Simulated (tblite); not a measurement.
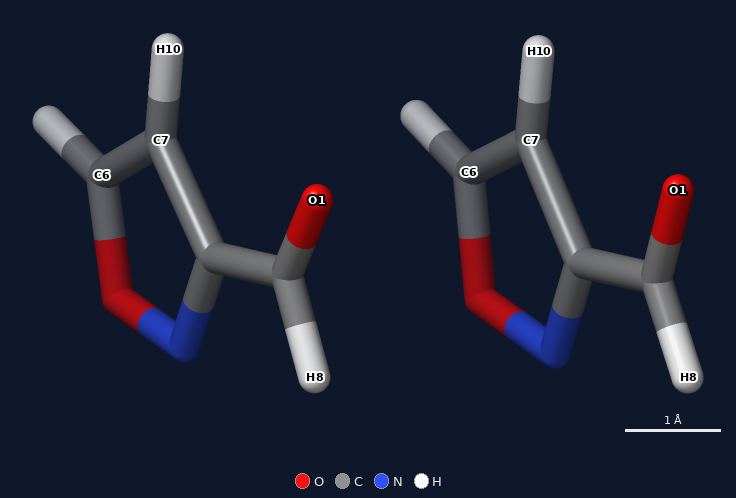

Two geometries of C₄H₃NO₂ (charge +1, multiplicity 2), drawn at one scale. One is the start of a relaxation, the other its converged end. Style: stick. Shown from a free direction.

These are results of GFN2-xTB geometry optimisation, gas phase (tblite 0.8.0), not measurements. 

### Which of the two is the end point?

The left one is the relaxed one. An O atom moves most after the best rigid fit: 0.15 Å. By element the largest moves are O 0.15 Å, H 0.12 Å, N 0.07 Å, C 0.06 Å. Among the contacts that change: N–O 1.440 → 1.300 Å, C–O 1.378 → 1.328 Å, C–O 1.220 → 1.177 Å, C–C 1.413 → 1.374 Å. Among the angles between lasting bonds that change: O–C–C 121.6° → 130.6°, C–C–H 115.0° → 108.7°, N–C–C 112.4° → 108.2°. The energy falls by 0.522 eV in 24 geometry steps. Cost: 0.1 s on 1 thread of Arm Neoverse V1, with other jobs on the host.
